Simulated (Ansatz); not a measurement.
**ZnSiH4: a spread of methods and bases**

How do the results and run time of ZnSiH4 respond when the settings are drawn wide?

The runs use Ansatz 0.2.0, Gaussian basis; the settings change from run to run.

### 1 The geometry

The structure was relaxed beforehand with PBE0-D4 in a triple-zeta def2 set.

6 atoms, charge 0, spin multiplicity 1.

Atoms are counted from 1 here; the program's logs count them from 0.

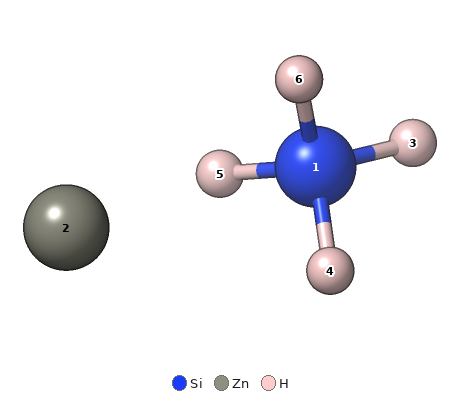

The geometry (silicon blue, zinc grey, hydrogen pink); atoms are numbered from 1 in the order of the file.

As a file:

```xyz
6
charge 0, multiplicity 1
Si    0.11385   -0.52798   -0.35943
Zn   -0.52720    2.57611    1.75099
H     0.36363   -1.73913   -1.18387
H    -1.30687   -0.50674    0.07192
H     0.40512    0.68661   -1.16250
H     0.99357   -0.55286    0.83658
```

### 2 BLYP/def2-SVP

Options: D3(BJ) dispersion.

Input file in.yaml:

```yaml
crystal:
  periodic: [false, false, false]
  atoms:
    - {symbol: Si, position_ang: [0.113852, -0.527980, -0.359430]}
    - {symbol: Zn, position_ang: [-0.527203, 2.576109, 1.750992]}
    - {symbol: H, position_ang: [0.363629, -1.739134, -1.183868]}
    - {symbol: H, position_ang: [-1.306872, -0.506742, 0.071920]}
    - {symbol: H, position_ang: [0.405119, 0.686606, -1.162495]}
    - {symbol: H, position_ang: [0.993574, -0.552858, 0.836581]}
basis:
  gaussian: {orbitals: def2-SVP}
hamiltonian: {xc: {name: BLYP}, dispersion: d3bj}
output: {forces: true}
```

Run with:

```bash
ansatz run in.yaml --threads 2 --pin off --events-out ev --progress --plain --max-ram 4352MiB
```

The log of the run:

```text
Functional definition: BLYP
  name "BLYP"
  cite "Becke, Phys. Rev. A 38, 3098 (1988) doi:10.1103/PhysRevA.38.3098"
  cite "Lee, Yang & Parr, Phys. Rev. B 37, 785 (1988) doi:10.1103/PhysRevB.37.785"
  parameter beta = 0.0042
  parameter a = 0.04918
  parameter b = 0.132
  parameter c = 0.2533
  parameter d = 0.349
  exchange = b88_x(beta = beta)
  correlation = lyp_c(a = a, b = b, c = c, d = d)
786 factors; their error is unknown
mean field evaluation 1: about -56353.0609 eV, gradient 2.4e1 eV
mean field evaluation 2: about -56352.9977 eV, gradient 3.2e1 eV
mean field evaluation 4: about -56354.2987 eV, gradient 5.2e-1 eV
mean field evaluation 8: about -56354.2433 eV, gradient 8.6e-2 eV
mean field -56354.24331066 eV, -2070.9802433887 hartree, gradient 4.5e-5 eV, S^2 0.000000; 0 other end points of the search recorded, 0 dependent functions left out
the calculation of the forces begins
reference -56354.24364381 eV, -2070.9802556318 hartree; 24, 24 occupied and 45, 45 virtual orbitals, 786 factors
Total energy: -56354.45714611 eV, -2070.9881016964 hartree
Atom 0 at     0.113852    -0.527980    -0.359430 Å, force    -0.009288     0.044929     0.030506 eV/Å
Atom 1 at    -0.527203     2.576109     1.750992 Å, force     0.009322    -0.045080    -0.030611 eV/Å
Atom 2 at     0.363629    -1.739134    -1.183868 Å, force     0.043342    -0.210162    -0.143063 eV/Å
Atom 3 at    -1.306872    -0.506742     0.071920 Å, force    -0.227618     0.009134     0.072691 eV/Å
Atom 4 at     0.405119     0.686606    -1.162495 Å, force     0.045259     0.199313    -0.124089 eV/Å
Atom 5 at     0.993574    -0.552858     0.836581 Å, force     0.138982     0.001865     0.194566 eV/Å
Dipole moment:    -0.003527     0.017042     0.011564 e Å
```

Run time: 0.85 s. Hardware: 2 threads of Arm Neoverse V2, shared host.

Largest force 0.258 eV/Å, dipole 0.10 D.

### 3 HSE06/cc-pVTZ-DK

This run has unrestricted orbitals, atoms shaken by 0.03 Å, D4 dispersion.

Input file in.yaml:

```yaml
crystal:
  periodic: [false, false, false]
  atoms:
    - {symbol: Si, position_ang: [0.134511, -0.556827, -0.373213]}
    - {symbol: Zn, position_ang: [-0.548895, 2.571663, 1.764744]}
    - {symbol: H, position_ang: [0.330301, -1.712269, -1.154369]}
    - {symbol: H, position_ang: [-1.331994, -0.477454, 0.081796]}
    - {symbol: H, position_ang: [0.382920, 0.706219, -1.169134]}
    - {symbol: H, position_ang: [1.036199, -0.508178, 0.870495]}
basis:
  gaussian: {orbitals: cc-pVTZ-DK}
magnetization: {spin_polarized: true, initial_magnetization: 0}
hamiltonian: {xc: {name: HSE06}, dispersion: d4}
```

Launched as before.

The log of the run, cut to the lines that bear on the results:

```text
Functional definition: HSE06
  name "HSE06"
  cite "Heyd, Scuseria & Ernzerhof, J. Chem. Phys. 118, 8207 (2003) doi:10.1063/1.1564060"
  cite "Krukau, Vydrov, Izmaylov & Scuseria, J. Chem. Phys. 125, 224106 (2006) doi:10.1063/1.2404663"
  cite "Heyd & Scuseria, J. Chem. Phys. 120, 7274 (2004) doi:10.1063/1.1668634"
  cite "Ernzerhof & Perdew, J. Chem. Phys. 109, 3313 (1998) doi:10.1063/1.476928"
  cite "Perdew, Burke & Ernzerhof, Phys. Rev. Lett. 77, 3865 (1996) doi:10.1103/PhysRevLett.77.3865"
  parent pbe
[...]
  # The whole range is PBE's own exchange, as in plane waves. The composition of these papers is wPBEh.
[...]
1166 factors; their error is unknown
81 factors; integrals over basis functions are off by at most 6.9e-6 eV
[...]
mean field -56818.13769572 eV, -2088.0280476008 hartree, gradient 3.2e-5 eV, S^2 0.000000; 0 other end points of the search recorded, 0 dependent functions left out
reference -56818.13774146 eV, -2088.0280492815 hartree; 24, 24 occupied and 134, 134 virtual orbitals, 1166 factors
Total energy: -56818.21919774 eV, -2088.0310427447 hartree
Relativity: scalar
```

Run time: 4.4 s. Hardware: 2 threads of Arm Neoverse V2, shared host; peak memory 0.46 GiB.

⟨S²⟩ 0.000.

### 4 B2GP-PLYP/6-31G*

This run has charge +1, multiplicity 2, relativity set to scalar, the search for lower states set to off.

Input file in.yaml:

```yaml
crystal:
  periodic: [false, false, false]
  atoms:
    - {symbol: Si, position_ang: [0.113852, -0.527980, -0.359430]}
    - {symbol: Zn, position_ang: [-0.527203, 2.576109, 1.750992]}
    - {symbol: H, position_ang: [0.363629, -1.739134, -1.183868]}
    - {symbol: H, position_ang: [-1.306872, -0.506742, 0.071920]}
    - {symbol: H, position_ang: [0.405119, 0.686606, -1.162495]}
    - {symbol: H, position_ang: [0.993574, -0.552858, 0.836581]}
basis:
  gaussian: {orbitals: "6-31G*"}
total_charge: 1
magnetization: {spin_polarized: true, initial_magnetization: 1}
hamiltonian: {xc: {name: B2GP-PLYP}, pseudopotentials: {relativity: scalar}}
scf: {lower_state_search: off}
output: {forces: true}
```

The command is unchanged.

The log of the run, cut to the lines that bear on the results:

```text
Functional definition: B2GP-PLYP
  name "B2GP-PLYP"
  cite "Karton, Tarnopolsky, Lamère, Schatz & Martin, J. Phys. Chem. A 112, 12868 (2008) doi:10.1021/jp801805p"
  cite "Becke, Phys. Rev. A 38, 3098 (1988) doi:10.1103/PhysRevA.38.3098"
  cite "Lee, Yang & Parr, Phys. Rev. B 37, 785 (1988) doi:10.1103/PhysRevB.37.785"
[...]
618 factors; integrals over basis functions are off by at most 7.9e-4 eV
[...]
mean field -56697.61541880 eV, -2083.5989356168 hartree, gradient 9.2e-6 eV, S^2 0.750276; 0 other end points of the search recorded, 0 dependent functions left out
10 core orbitals not correlated, not the lowest: weight in the atoms' cores, before any rotation towards them, 1.000 or more for the frozen orbitals, at most 0.000 for the correlated occupied ones
reference -56697.61553578 eV, -2083.5989399160 hartree; 14, 13 occupied and 39, 40 virtual orbitals, 618 factors
second order -11.02135571 eV of doubles, -0.00000000 eV of singles
[...]
Total energy: -56701.58322384 eV, -2083.7447497626 hartree
Relativity: scalar
Atom 0 at     0.113852    -0.527980    -0.359430 Å, force     0.107639    -0.520242    -0.353131 eV/Å
Atom 1 at    -0.527203     2.576109     1.750992 Å, force     0.037498    -0.181734    -0.123649 eV/Å
Atom 2 at     0.363629    -1.739134    -1.183868 Å, force    -0.046715     0.226035     0.153581 eV/Å
Atom 3 at    -1.306872    -0.506742     0.071920 Å, force     0.041944     0.179974     0.099109 eV/Å
Atom 4 at     0.405119     0.686606    -1.162495 Å, force    -0.053644     0.113456     0.167986 eV/Å
Atom 5 at     0.993574    -0.552858     0.836581 Å, force    -0.086721     0.182510     0.056104 eV/Å
Dipole moment:    -0.190279     0.921358     0.626416 e Å
Checks for a lower state left out: starts, cluster_reference, orbital_swaps, neighbouring_geometries, increment
```

Run time: 4.2 s. Hardware: 2 threads of Arm Neoverse V2, shared host.

Largest force 0.638 eV/Å, ⟨S²⟩ 0.750.

### 5 LC-wPBE/def2-mTZVP

Options: multiplicity 3, finite nuclei.

Changes to in.yaml since step 4:

```diff
@@ -10,7 +10,5 @@
 basis:
-  gaussian: {orbitals: "6-31G*"}
-total_charge: 1
-magnetization: {spin_polarized: true, initial_magnetization: 1}
-hamiltonian: {xc: {name: B2GP-PLYP}, pseudopotentials: {relativity: scalar}}
-scf: {lower_state_search: off}
+  gaussian: {orbitals: def2-mTZVP, nuclear_model: gaussian}
+magnetization: {spin_polarized: true, initial_magnetization: 2}
+hamiltonian: {xc: {name: LC-wPBE}}
 output: {forces: true}
```

The command is unchanged.

The log of the run, cut to the lines that bear on the results:

```text
Functional definition: LC-wPBE
  name "LC-wPBE"
  cite "Vydrov & Scuseria, J. Chem. Phys. 125, 234109 (2006) doi:10.1063/1.2409292"
  cite "Heyd & Scuseria, J. Chem. Phys. 120, 7274 (2004) doi:10.1063/1.1668634"
  cite "Ernzerhof & Perdew, J. Chem. Phys. 109, 3313 (1998) doi:10.1063/1.476928"
  cite "Perdew, Burke & Ernzerhof, Phys. Rev. Lett. 77, 3865 (1996) doi:10.1103/PhysRevLett.77.3865"
  parent pbe
[...]
768 factors; their error is unknown
238 factors; integrals over basis functions are off by at most 1.3e-4 eV
[...]
mean field -56348.65961949 eV, -2070.7750465229 hartree, gradient 2.5e-6 eV, S^2 2.001897; 2 other end points of the search recorded, 0 dependent functions left out
[...]
reference -56348.65961950 eV, -2070.7750465233 hartree; 25, 23 occupied and 42, 44 virtual orbitals, 768 factors
Total energy: -56348.65961950 eV, -2070.7750465233 hartree
Atom 0 at     0.113852    -0.527980    -0.359430 Å, force    -0.123435     0.597650     0.406337 eV/Å
Atom 1 at    -0.527203     2.576109     1.750992 Å, force     0.028521    -0.137654    -0.093320 eV/Å
Atom 2 at     0.363629    -1.739134    -1.183868 Å, force    -0.002295     0.011458     0.007993 eV/Å
Atom 3 at    -1.306872    -0.506742     0.071920 Å, force     0.072696    -0.145742    -0.111691 eV/Å
Atom 4 at     0.405119     0.686606    -1.162495 Å, force     0.021231    -0.181719    -0.074698 eV/Å
Atom 5 at     0.993574    -0.552858     0.836581 Å, force     0.003281    -0.143993    -0.134621 eV/Å
Dipole moment:    -0.075212     0.364127     0.247527 e Å
```

Run time: 4 s. Hardware: 2 threads of Arm Neoverse V2, shared host.

Largest force 0.733 eV/Å, dipole 2.15 D, ⟨S²⟩ 2.002.

### 6 BHLYP/pcseg-2

Set apart from the defaults: unrestricted orbitals, density fitting with def2-universal-jkfit, D3(BJ) with three-body dispersion.

Changes to in.yaml since step 5:

```diff
@@ -10,5 +10,4 @@
 basis:
-  gaussian: {orbitals: def2-mTZVP, nuclear_model: gaussian}
-magnetization: {spin_polarized: true, initial_magnetization: 2}
-hamiltonian: {xc: {name: LC-wPBE}}
-output: {forces: true}
+  gaussian: {orbitals: pcseg-2, fitting: {mean_field: def2-universal-jkfit}}
+magnetization: {spin_polarized: true, initial_magnetization: 0}
+hamiltonian: {xc: {name: BHLYP}, dispersion: d3bjatm}
```

Same command.

The log of the run:

```text
Functional definition: BHLYP
  name "BHLYP"
  cite "Becke, J. Chem. Phys. 98, 1372 (1993) doi:10.1063/1.464304"
  cite "Becke, Phys. Rev. A 38, 3098 (1988) doi:10.1103/PhysRevA.38.3098"
  cite "Lee, Yang & Parr, Phys. Rev. B 37, 785 (1988) doi:10.1103/PhysRevB.37.785"
  parameter a = 0.5
  exchange = (1 - a)*b88_x + a*exact_x
  correlation = lyp_c
464 factors; integrals over basis functions are off by at most 1.2e0 eV
mean field evaluation 1: about -56361.9779 eV, gradient 9.1e0 eV
mean field evaluation 2: about -56362.1367 eV, gradient 1.1e1 eV
mean field evaluation 4: about -56362.3260 eV, gradient 3.6e-1 eV
mean field evaluation 8: about -56362.3266 eV, gradient 2.6e-3 eV
mean field -56362.32664615 eV, -2071.2773004888 hartree, gradient 6.9e-5 eV, S^2 0.000000; 0 other end points of the search recorded, 0 dependent functions left out
reference -56362.32683502 eV, -2071.2773074299 hartree; 24, 24 occupied and 122, 122 virtual orbitals, 464 factors
Total energy: -56362.46883170 eV, -2071.2825257114 hartree
```

Wall time 2.1 s (2 threads of Arm Neoverse V2, shared host).

⟨S²⟩ 0.000.

### 7 r2SCAN0/pcseg-2

Set apart from the defaults: multiplicity 3, atoms shaken by 0.15 Å, the search for lower states set to off.

Input file in.yaml:

```yaml
crystal:
  periodic: [false, false, false]
  atoms:
    - {symbol: Si, position_ang: [0.289580, -0.771438, -0.592846]}
    - {symbol: Zn, position_ang: [-0.606974, 3.045211, 1.760094]}
    - {symbol: H, position_ang: [0.533114, -2.007061, -0.910662]}
    - {symbol: H, position_ang: [-0.903688, -0.426957, -0.083301]}
    - {symbol: H, position_ang: [0.477415, 0.681086, -1.078762]}
    - {symbol: H, position_ang: [1.141132, -0.933422, 0.596160]}
basis:
  gaussian: {orbitals: pcseg-2}
magnetization: {spin_polarized: true, initial_magnetization: 2}
hamiltonian: {xc: {name: r2SCAN0}}
scf: {lower_state_search: off}
```

Launched as before.

The log of the run, cut to the lines that bear on the results:

```text
Functional definition: r2SCAN0
  name "r2SCAN0"
  cite "Bursch, Neugebauer, Ehlert & Grimme, J. Chem. Phys. 156, 134105 (2022) doi:10.1063/5.0086040"
  cite "Furness, Kaplan, Ning, Perdew & Sun, J. Phys. Chem. Lett. 11, 8208 (2020) doi:10.1021/acs.jpclett.0c02405"
  cite "Furness, Kaplan, Ning, Perdew & Sun, J. Phys. Chem. Lett. 11, 9248 (2020) doi:10.1021/acs.jpclett.0c03077"
  parent r2scan
[...]
1023 factors; their error is unknown
[...]
mean field -56354.98403631 eV, -2071.0074645543 hartree, gradient 9.9e-6 eV, S^2 2.003131; 0 other end points of the search recorded, 0 dependent functions left out
reference -56354.98405320 eV, -2071.0074651750 hartree; 25, 23 occupied and 121, 123 virtual orbitals, 1023 factors
Total energy: -56354.98405320 eV, -2071.0074651750 hartree
Checks for a lower state left out: stability, starts, cluster_reference, orbital_swaps, neighbouring_geometries, increment
```

Run time: 5.5 s. Hardware: 2 threads of Arm Neoverse V2, shared host.

⟨S²⟩ 2.003.

### 8 revPBE0/def2-TZVPD

Set apart from the defaults: multiplicity 3, D3(BJ) dispersion.

Input file in.yaml:

```yaml
crystal:
  periodic: [false, false, false]
  atoms:
    - {symbol: Si, position_ang: [0.113852, -0.527980, -0.359430]}
    - {symbol: Zn, position_ang: [-0.527203, 2.576109, 1.750992]}
    - {symbol: H, position_ang: [0.363629, -1.739134, -1.183868]}
    - {symbol: H, position_ang: [-1.306872, -0.506742, 0.071920]}
    - {symbol: H, position_ang: [0.405119, 0.686606, -1.162495]}
    - {symbol: H, position_ang: [0.993574, -0.552858, 0.836581]}
basis:
  gaussian: {orbitals: def2-TZVPD}
magnetization: {spin_polarized: true, initial_magnetization: 2}
hamiltonian: {xc: {name: revPBE0}, dispersion: d3bj}
output: {forces: true}
```

The command is unchanged.

The log of the run, cut to the lines that bear on the results:

```text
Functional definition: revPBE0
  name "revPBE0"
  cite "Zhang & Yang, Phys. Rev. Lett. 80, 890 (1998) doi:10.1103/PhysRevLett.80.890"
  cite "Adamo & Barone, J. Chem. Phys. 110, 6158 (1999) doi:10.1063/1.478522"
  cite "Perdew, Burke & Ernzerhof, Phys. Rev. Lett. 77, 3865 (1996) doi:10.1103/PhysRevLett.77.3865"
[...]
1037 factors; their error is unknown
[...]
mean field -56353.58729278 eV, -2070.9561351763 hartree, gradient 4.7e-10 eV, S^2 2.002013; 6 other end points of the search recorded, 0 dependent functions left out
[...]
reference -56353.58734845 eV, -2070.9561372220 hartree; 25, 23 occupied and 105, 107 virtual orbitals, 1037 factors
Total energy: -56353.78873039 eV, -2070.9635378720 hartree
Atom 0 at     0.113852    -0.527980    -0.359430 Å, force     0.161481     0.032082     0.262869 eV/Å
Atom 1 at    -0.527203     2.576109     1.750992 Å, force    -0.034908    -0.008196    -0.058007 eV/Å
Atom 2 at     0.363629    -1.739134    -1.183868 Å, force    -0.042356    -0.038638    -0.098716 eV/Å
Atom 3 at    -1.306872    -0.506742     0.071920 Å, force    -0.072779     0.021122    -0.001134 eV/Å
Atom 4 at     0.405119     0.686606    -1.162495 Å, force    -0.015185     0.063099    -0.042098 eV/Å
Atom 5 at     0.993574    -0.552858     0.836581 Å, force     0.003746    -0.069469    -0.062913 eV/Å
Dipole moment:     0.053353    -0.045115     0.032812 e Å
```

Run time: 98 s. Hardware: 2 threads of Arm Neoverse V2, shared host; peak memory 0.5 GiB.

Largest force 0.310 eV/Å, dipole 0.37 D, ⟨S²⟩ 2.002.

### 9 All runs side by side

```csv
level,charge,multiplicity,geometry,functions,energy (eV),time
BLYP/def2-SVP,0,1,relaxed,69,-56354.457,0.85 s
HSE06/cc-pVTZ-DK,0,1,shaken,158,-56818.219,4.4 s
B2GP-PLYP/6-31G*,1,2,relaxed,63,-56701.583,4.2 s
LC-wPBE/def2-mTZVP,0,3,relaxed,67,-56348.660,4 s
BHLYP/pcseg-2,0,1,relaxed,146,-56362.469,2.1 s
r2SCAN0/pcseg-2,0,3,shaken,146,-56354.984,5.5 s
revPBE0/def2-TZVPD,0,3,relaxed,130,-56353.789,98 s
```

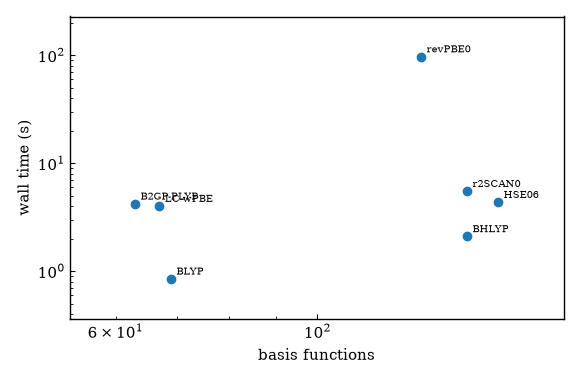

Wall time against the number of basis functions (shared host).

### 10 Summary of results

| quantity | value |
| --- | --- |
| runs | 7 |
| quickest | BLYP/def2-SVP, 0.85 s |
| slowest | revPBE0/def2-TZVPD, 98 s |
| spread of total energies, same state and geometry | 8.0 eV |

What this shows: revPBE0/def2-TZVPD took 115 times as long as BLYP/def2-SVP. The jobs differ in tasks and options as well as level. The totals spread over 8 eV; they can't be compared across methods or bases. At the PBE0-D4/def2-TZVP geometry and in the same state, runs without warnings or point charges leave forces up to 0.26 eV/Å (BLYP/def2-SVP).
